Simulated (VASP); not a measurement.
Band structure of CaSe. Calculation: PBE GGA, VASP's PBE PAW potentials (set 64) (plane waves; VASP).

The cell holds a wide vacuum, so values per volume refer to the whole cell.

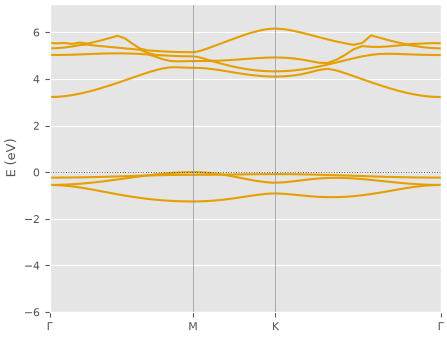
Bands along high-symmetry lines, zero at the valence-band maximum or, without a gap, the Fermi level

Question: Read the plot: is there a gap, and where are the band edges?

Answer: The gap is indirect, 3.22 eV, from the valence maximum at M to the conduction minimum at Γ.

The cell is a sheet with vacuum, built from a generated structure.
